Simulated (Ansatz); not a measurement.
# Run report: LiH₂C₂F, geometry relaxation (part 2 of 2)

Continued. System: LiH₂C₂F (disordered cell, 24 atoms in the cell). Method: DFT r2SCAN-D3(BJ), scalar-relativistic, plane waves, PAW (Ansatz 0.2.0); cutoff 500 eV, 1×1×1 k-mesh, Fermi–Dirac smearing of 0.05 eV. The run did not end well. It belongs to a series of runs on one base structure; here: start relaxed.

Geometry of the input (Å; fractional positions):
```
7.9328  0.0000  0.0000
0.0000  7.9328  0.0000
0.0000  0.0000  7.9328
Li 0.4220  0.2295  0.3512
F  0.4026  0.1684  0.5379
Li 0.9723  0.4331  0.0625
F  0.9443  0.5392  0.2268
Li 0.6226  0.8028  0.0741
F  0.5872  0.6967  0.2369
Li 0.8855  0.9032  0.5269
F  1.0750  0.9469  0.4929
C  0.3638  0.7380  0.5709
C  0.2708  0.6436  0.4939
H  0.1893  0.5608  0.4264
H  0.4454  0.8208  0.6384
C  0.2683  -0.0095  0.8790
C  0.2658  0.1394  0.9155
H  0.2635  0.2699  0.9475
H  0.2706  -0.1400  0.8470
C  0.6798  0.5361  0.7718
C  0.5276  0.5355  0.7902
H  0.3942  0.5350  0.8063
H  0.8132  0.5367  0.7557
C  0.8165  0.1302  0.8528
C  0.6678  0.1671  0.8493
H  0.5374  0.1995  0.8462
H  0.9469  0.0978  0.8559
```

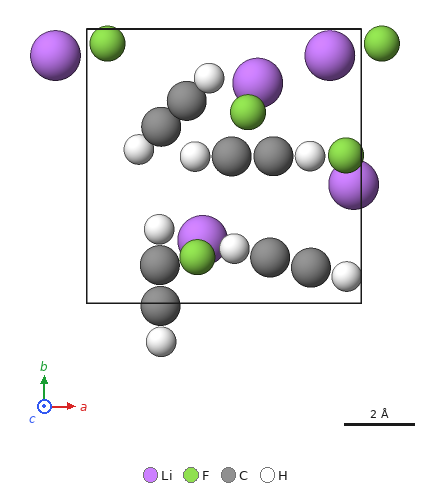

*The geometry at step 1 of the log (spheres-only view of the cell of the calculation, along the c axis).*

Output, continued
```
relax step  11: F+E_penalty+E_count = -6198.37289873 eV  Δ(F+E_penalty+E_count) = -2.800e-1 eV  max|allowed force component| = 6.424e-1 eV/Å  Δτ_max = 0.1950 Å  (6 SCF iters, dr2 threshold 1.00e-4 eV, accepted)
automatic band count: iteration 1 solves 47 bands in place of 64: the levels show a gap, and the empty bands left out lie too high to hold charge; the band table lists the bands solved (type scf.n_extra_bands for more)
preconditioner: auto → Resta (q_TF=auto, 2.011 Å⁻¹)  ε∞=2.9  [insulator: Δε(μ)=4.513 eV  Ē_g=9.747 eV  σ=0.050 eV  W_gap=1.00  n_scr=80 (ndim 8)  ℏωp=13.3 eV  f_vac=0.397  D(μ)=0.00/eV (n_scr^D=0)  ε∞_Penn≈2.9  vacuum switching on, ρ_ref=6.9e-3 e/Å³]
relax step  12: F+E_penalty+E_count = -6198.81893246 eV  Δ(F+E_penalty+E_count) = -4.460e-1 eV  max|allowed force component| = 8.174e-1 eV/Å  Δτ_max = 0.2000 Å  (7 SCF iters, dr2 threshold 1.00e-4 eV, accepted)
automatic band count: iteration 1 solves 47 bands in place of 64: the levels show a gap, and the empty bands left out lie too high to hold charge; the band table lists the bands solved (type scf.n_extra_bands for more)
preconditioner: auto → Resta (q_TF=auto, 2.011 Å⁻¹)  ε∞=2.8  [insulator: Δε(μ)=4.592 eV  Ē_g=9.841 eV  σ=0.050 eV  W_gap=1.00  n_scr=80 (ndim 8)  ℏωp=13.3 eV  f_vac=0.400  D(μ)=0.00/eV (n_scr^D=0)  ε∞_Penn≈2.8  vacuum switching on, ρ_ref=7.0e-3 e/Å³]
relax step  13: F+E_penalty+E_count = -6199.16050579 eV  Δ(F+E_penalty+E_count) = -3.416e-1 eV  max|allowed force component| = 6.062e-1 eV/Å  Δτ_max = 0.1980 Å  (6 SCF iters, dr2 threshold 1.00e-4 eV, accepted)
automatic band count: iteration 1 solves 47 bands in place of 64: the levels show a gap, and the empty bands left out lie too high to hold charge; the band table lists the bands solved (type scf.n_extra_bands for more)
preconditioner: auto → Resta (q_TF=auto, 2.011 Å⁻¹)  ε∞=2.8  [insulator: Δε(μ)=4.451 eV  Ē_g=9.893 eV  σ=0.050 eV  W_gap=1.00  n_scr=80 (ndim 8)  ℏωp=13.3 eV  f_vac=0.404  D(μ)=0.00/eV (n_scr^D=0)  ε∞_Penn≈2.8  vacuum switching on, ρ_ref=7.1e-3 e/Å³]
  greatest PAW one-centre occupation: 0.999 electrons in one spin orbital (limit 2), on the Li atom at site 0 (counted from 0), in its partial waves of l = 0
[...]
relax step  14: F+E_penalty+E_count = -6199.37337329 eV  Δ(F+E_penalty+E_count) = -2.129e-1 eV  max|allowed force component| = 6.965e-1 eV/Å  Δτ_max = 0.1998 Å  (6 SCF iters, dr2 threshold 1.00e-4 eV, accepted)
iter 1 solved again at ethr=9.45e-4 eV; its pass at ethr=3.10e-3 eV (dr2=7.56e-1 eV) is discarded
SCF iter   1: F=-6199.274019 eV  HF=-6199.513107 eV  |F-HF|=2.39e-1  |Δ(HF+E_count)|=         —  Δρ=1.63e-2  dr2=7.67e-1  dr2_τ=4.29e0  ethr=9.45e-4  ⟨swp⟩=1.0  Hψ=217  notcnv=0  defer=1
automatic band count: iteration 1 solves 47 bands in place of 64: the levels show a gap, and the empty bands left out lie too high to hold charge; the band table lists the bands solved (type scf.n_extra_bands for more)
preconditioner: auto → Resta (q_TF=auto, 2.011 Å⁻¹)  ε∞=2.8  [insulator: Δε(μ)=4.657 eV  Ē_g=9.857 eV  σ=0.050 eV  W_gap=1.00  n_scr=80 (ndim 8)  ℏωp=13.3 eV  f_vac=0.409  D(μ)=0.00/eV (n_scr^D=0)  ε∞_Penn≈2.8  vacuum switching on, ρ_ref=7.0e-3 e/Å³]
SCF iter   2: F=-6199.514981 eV  HF=-6199.516215 eV  |F-HF|=1.23e-3  |Δ(HF+E_count)|=   3.11e-3  Δρ=7.80e-3  dr2=1.43e-1  dr2_τ=1.55e-2  ethr=9.45e-4  ⟨swp⟩=3.0  Hψ=93  notcnv=0  defer=1
SCF iter   3: F=-6199.521097 eV  HF=-6199.546985 eV  |F-HF|=2.59e-2  |Δ(HF+E_count)|=   3.08e-2  Δρ=3.08e-3  dr2=4.55e-2  dr2_τ=7.64e-3  ethr=1.79e-4  ⟨swp⟩=3.0  Hψ=101  notcnv=0  defer=1
```

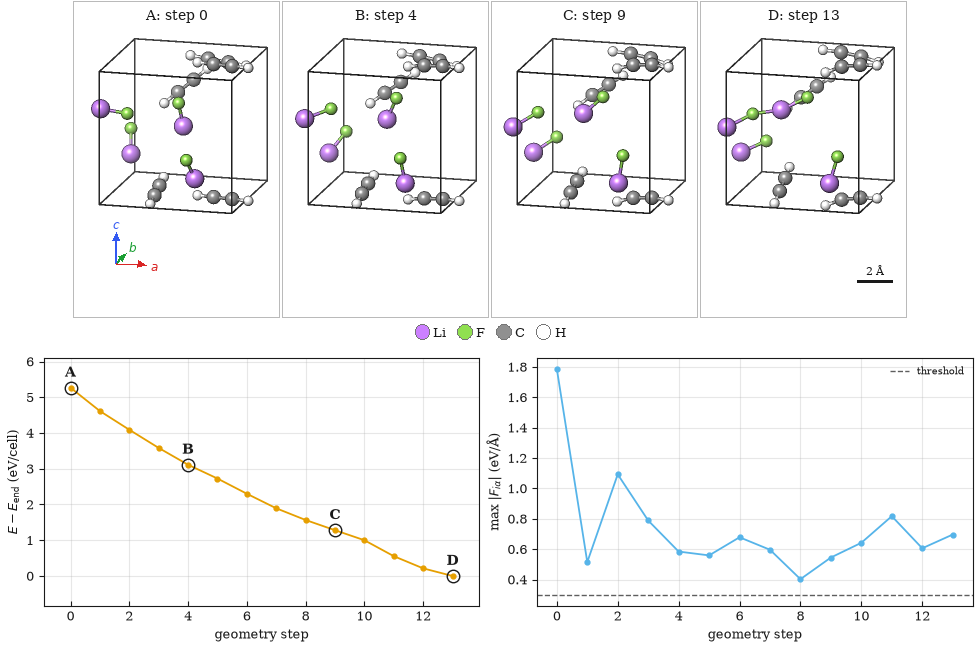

*Frames of the relaxation (ball-and-stick view of the cell of the calculation (origin shifted), seen slightly off an axis) above the curves, on which the letters mark them (the first geometry is step 0 here and step 1 in the log).*

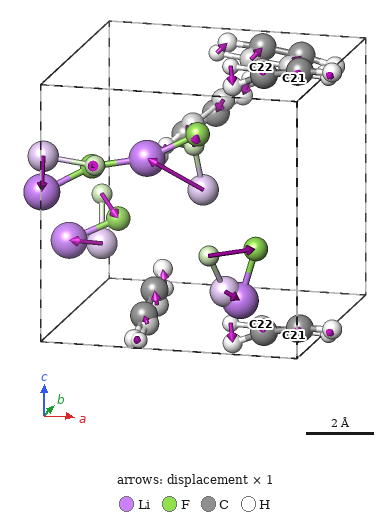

*Start (faint) and end (solid) with the displacements as pink arrows, at true length (ball-and-stick view of the cell of the calculation (origin shifted), seen slightly off an axis).*

The run was cut off at its time limit before the relaxation converged, so the last structure is only a point on the way. After 13 geometry steps the energy has fallen by 5.267 eV per cell of the calculation. Largest force component: 1.8 eV/Å at the start, 0.7 eV/Å at the end. The atom that moves furthest is Li1 (2.07 Å). By element the largest moves are Li 2.07 Å, F 1.60 Å, H 0.69 Å, C 0.53 Å. The cell stays as it was. Among the contacts that change: Li1–F8 3.724 → 1.669 Å, F6–Li7 3.684 → 1.742 Å, Li3–C21 3.173 → 2.585 Å, Li1–F2 1.567 → 1.741 Å. New bonds form: F6–Li7 (3.68 → 1.74 Å), Li1–F8 (3.72 → 1.67 Å). Among the angles that change: C21–C22–H23 180.0° → 167.6°, C22–C21–H24 180.0° → 172.7°, C9–C10–H11 180.0° → 173.9°. (Atoms are counted from 1 in the order of the input.)

```
Step cancelled. What follows is not a result of the run: it is the report of the last solve that finished, which converged after 6 SCF iterations.
Free energy (F): -6199.373373 eV
Harris-Foulkes:  -6199.373403 eV  (|F-HF|=3.01e-5)
Internal energy: -6199.373373 eV  (E = F + TS)
E sigma→0 (E₀):  -6199.373373 eV
Fermi energy:    -1.190164 eV
--- Per-component energies (eV) ---
  E_band       = -1081.823623
  E_kinetic    = 1725.250755
  E_local      = -7023.377863  (includes V_loc(G=0)·N_el)
  E_nonlocal   = 394.901837
  E_hartree    = 2640.763036
  E_xc         = -796.057426
  E_vxc        = -1138.733785  (∫ρ·V_xc dr)
  E_paw        = -1710.729374  (= ΣΔE_a)
  E_vpaw       = -400.683174  (= ΣTr[D̂ρ^β])
  E_aug_tail   = 0.000224  (compensation charges beyond the density's cutoff)
  E_vtau       = 79.390119  (kinetic-family band-sum trace: ∫τ·v_τ [+ j·A + Jᵃ·Aᵃ] dr)
  E_ewald      = -1429.279364
  E_disp       = -0.521442  (pairwise vdW)
  E_core_change = -0.323756  (= ΣΔE_core)
  E_smearing   = -0.000000  (= −TS)
  E_closure    = 0.000000  (closes the sum)
  Σ components = -6199.373373   (vs F -6199.373373, Δ=0.00e0)
--- Forces (eV/Å), atoms counted from 1 ---
  atom   1  Li     0.60596230     0.12134146     0.25208415
  atom   2  F     -0.06900928    -0.14371085     0.06080746
  atom   3  Li    -0.02603394    -0.03312730     0.01180033
  atom   4  F      0.05006385    -0.11336199    -0.12268099
  atom   5  Li     0.00580714     0.08585576     0.00262538
  atom   6  F      0.15409135     0.13542082    -0.11757223
  atom   7  Li     0.13225465     0.09110597     0.01075369
  atom   8  F     -0.69654723    -0.19532545    -0.17450284
  atom   9  C     -0.01312820    -0.05421446    -0.02813923
  atom  10  C     -0.06654998     0.04193196    -0.12238338
  atom  11  H      0.06170666    -0.03778885    -0.01479263
  atom  12  H     -0.03150537     0.06021692    -0.02965875
  atom  13  C     -0.02169419     0.03003175     0.04563684
  atom  14  C      0.00047680    -0.01031476     0.03326604
  atom  15  H     -0.09710936    -0.04964498     0.14771002
  atom  16  H      0.03858707     0.02678466     0.01218276
  atom  17  C      0.01086860     0.03780949     0.00446375
  atom  18  C      0.01865164     0.04400360     0.01073334
  atom  19  H      0.01360647     0.00851075     0.05974943
  atom  20  H      0.02142745     0.04784144     0.08598473
  atom  21  C     -0.04511794    -0.01317294    -0.02909193
  atom  22  C      0.04552369    -0.20467969    -0.09137467
  atom  23  H     -0.03141481     0.07020337    -0.13207720
  atom  24  H     -0.06182884     0.05724565     0.12764982
  max |Σ_I F_I| component: 3.17e-3 eV/Å
End of that report.
Error: SIGTERM received: cancelled by the caller after 3 completed SCF iterations
```

Trajectory as extended XYZ (Å, eV, eV/Å), 4 of the 14 frames kept, from step=1 to step=14
```
24
Lattice="7.9328 0.0000 0.0000 0.0000 7.9328 0.0000 0.0000 0.0000 7.9328" Properties=species:S:1:pos:R:3:forces:R:3 step=1 energy=-6194.10608
Li    3.3476    1.8204    2.7856   -0.0680   0.2137  -0.1935
F     3.1938    1.3358    4.2674    0.4384  -0.0291   0.7341
Li    7.7127    3.4360    0.4959   -0.3730  -0.3335  -0.1917
F     7.4911    4.2772    1.7988    0.3630   0.1233   0.1972
Li    4.9386    6.3687    0.5882    0.2071   0.0517  -0.4354
F     4.6581    5.5267    1.8791   -0.2146  -0.0806   0.3027
Li    7.0242    7.1648    4.1797   -0.5790  -0.2583  -0.2909
F     8.5281    7.5112    3.9102    0.0040   0.4179   0.0850
C     2.8862    5.8545    4.5290   -1.0563  -1.0512  -0.9273
C     2.1482    5.1052    3.9182    1.1517   0.9298   1.0367
H     1.5014    4.4485    3.3829   -0.2125   0.1445  -0.1096
H     3.5330    6.5111    5.0644   -0.1847   0.0944  -0.4420
C     2.1285   -0.0751    6.9731   -0.1874   1.7871   0.6657
C     2.1082    1.1058    7.2627   -0.1481  -1.5991  -0.1235
H     2.0903    2.1409    7.5166    0.1145  -0.1271  -0.1703
H     2.1464   -1.1102    6.7192   -0.1009   0.0908  -0.1669
C     5.3929    4.2529    6.1224   -1.4563   0.2514   0.4449
C     4.1856    4.2480    6.2684    1.6939   0.0453   0.1557
H     3.1274    4.2437    6.3964    0.2278  -0.0741  -0.1501
H     6.4511    4.2572    5.9944   -0.1453  -0.0445  -0.2461
C     6.4774    1.0327    6.7650   -1.2275   0.1681   0.1329
C     5.2974    1.3257    6.7370    1.4695  -0.5261   0.1631
H     4.2631    1.5825    6.7125    0.0380  -0.1132  -0.3464
H     7.5116    0.7758    6.7896    0.2476  -0.0809  -0.1236
24
Lattice="7.9328 0.0000 0.0000 0.0000 7.9328 0.0000 0.0000 0.0000 7.9328" Properties=species:S:1:pos:R:3:forces:R:3 step=5 energy=-6196.26126
Li    3.0329    1.8248    3.1721   -0.1320  -0.2358   0.5846
F     3.7213    1.3365    4.5994   -0.0125   0.1022  -0.2758
Li    7.1458    3.1296    0.5842   -0.1012   0.1214   0.3833
F     7.8955    4.1667    1.6647    0.0262  -0.4349  -0.4378
Li    5.0628    6.2310    0.3620    0.0164  -0.0614   0.0338
F     4.8774    5.8213    1.9390    0.4402   0.3698   0.0179
Li    6.7950    6.9274    3.6296    0.1071   0.0249  -0.3433
F     8.1280    7.8358    4.0839   -0.4668  -0.0974  -0.0345
C     2.7710    5.8887    4.3740   -0.0060   0.0382  -0.0299
C     2.0171    5.1071    3.8642   -0.0611  -0.1386   0.0564
H     1.3200    4.4752    3.3541   -0.1554   0.0573  -0.1708
H     3.4235    6.6227    4.7870   -0.0452   0.1170  -0.1610
C     2.0226   -0.0158    7.0507    0.0255  -0.0560   0.0386
C     2.0806    1.1353    7.3792    0.0504  -0.0207   0.0932
H     2.1474    2.1688    7.6128   -0.0240   0.0528   0.0544
H     1.9783   -1.0245    6.7056   -0.1166   0.1060  -0.0233
C     5.4984    4.3743    6.1958    0.1353   0.1069   0.1233
C     4.3160    4.3383    6.3959    0.0224   0.0798   0.1084
H     3.2592    4.2842    6.4993   -0.0073   0.0081   0.0086
H     6.5320    4.3631    5.9417    0.0507   0.0345  -0.0683
C     6.6132    0.9092    6.8113    0.1391   0.0068   0.1493
C     5.4402    1.1661    6.7078   -0.0472  -0.0034   0.2931
H     4.4067    1.3949    6.5208    0.1317  -0.1127  -0.2752
H     7.6580    0.6792    6.8212    0.0294  -0.0639  -0.1251
24
Lattice="7.9328 0.0000 0.0000 0.0000 7.9328 0.0000 0.0000 0.0000 7.9328" Properties=species:S:1:pos:R:3:forces:R:3 step=10 energy=-6198.09287
Li    2.4001    1.3872    3.5855   -0.5454  -0.4578   0.3176
F     3.6164    1.1978    4.6998   -0.0570   0.0112  -0.0549
Li    6.9525    2.8543    0.6800   -0.0036  -0.0656   0.1059
F     8.0859    3.7956    1.4336    0.0272  -0.2334  -0.1847
Li    5.2701    6.4045    0.3466    0.0639   0.0701   0.1292
F     5.5466    6.3717    2.0123    0.0376   0.1150  -0.3766
Li    6.7465    6.9824    3.1196    0.2359   0.1980   0.1256
F     7.9811    7.9279    3.8448    0.1960   0.2040  -0.1865
C     2.7011    5.9014    4.2205    0.0062   0.0319  -0.0538
C     1.9403    5.1079    3.7345   -0.0868   0.0273  -0.0821
H     1.2332    4.4948    3.2054    0.0170  -0.0234  -0.0679
H     3.3535    6.6633    4.5924   -0.0213   0.0052  -0.0403
C     2.0040    0.0042    7.1165   -0.0020  -0.0506   0.0119
C     2.0825    1.1262    7.5318    0.0221   0.0223   0.0358
H     2.1373    2.1452    7.8364   -0.0521  -0.0186   0.1455
H     1.9113   -0.9667    6.6845   -0.0151   0.0566   0.0065
C     5.5837    4.5317    6.3030    0.0629   0.0363   0.0194
C     4.4031    4.4757    6.5163   -0.0107   0.0568   0.0440
H     3.3446    4.3913    6.6117    0.0401   0.0207   0.0569
H     6.6096    4.5322    6.0097    0.0113   0.0790   0.0621
C     6.6402    0.8489    6.9007    0.0406  -0.0444   0.0057
C     5.4635    1.0751    6.7611   -0.0098  -0.0221   0.0767
H     4.4486    1.2573    6.4322   -0.0077  -0.0219  -0.1713
H     7.6871    0.6301    6.8776    0.0507   0.0031   0.0753
24
Lattice="7.9328 0.0000 0.0000 0.0000 7.9328 0.0000 0.0000 0.0000 7.9328" Properties=species:S:1:pos:R:3:forces:R:3 step=14 energy=-6199.37337
Li    1.8605    0.8933    3.8897    0.6060   0.1213   0.2521
F     3.3957    1.0003    4.7045   -0.0690  -0.1437   0.0608
Li    6.9015    2.6798    0.7256   -0.0260  -0.0331   0.0118
F     8.1855    3.5486    1.2673    0.0501  -0.1134  -0.1227
Li    5.3436    6.5977    0.2803    0.0058   0.0859   0.0026
F     5.8092    6.6424    1.8922    0.1541   0.1354  -0.1176
Li    6.9585    7.2419    3.0553    0.1323   0.0911   0.0108
F     8.2508    8.2216    3.6912   -0.6965  -0.1953  -0.1745
C     2.6386    5.9368    4.0964   -0.0131  -0.0542  -0.0281
C     1.9119    5.1202    3.5938   -0.0665   0.0419  -0.1224
H     1.2640    4.4544    3.0503    0.0617  -0.0378  -0.0148
H     3.2653    6.7153    4.4867   -0.0315   0.0602  -0.0297
C     2.0051    0.0027    7.2038   -0.0217   0.0300   0.0456
C     2.0380    1.0894    7.7134    0.0005  -0.0103   0.0333
H     2.0308    2.0750    8.1278   -0.0971  -0.0496   0.1477
H     1.9445   -0.9332    6.6980    0.0386   0.0268   0.0122
C     5.6371    4.6445    6.3820    0.0109   0.0378   0.0045
C     4.4556    4.5671    6.5846    0.0187   0.0440   0.0107
H     3.4000    4.4554    6.6844    0.0136   0.0085   0.0597
H     6.6693    4.6670    6.1135    0.0214   0.0478   0.0860
C     6.6133    0.7929    6.9146   -0.0451  -0.0132  -0.0291
C     5.4477    1.0063    6.6710    0.0455  -0.2047  -0.0914
H     4.4483    1.1197    6.2339   -0.0314   0.0702  -0.1321
H     7.6680    0.6010    6.9964   -0.0618   0.0572   0.1277
```
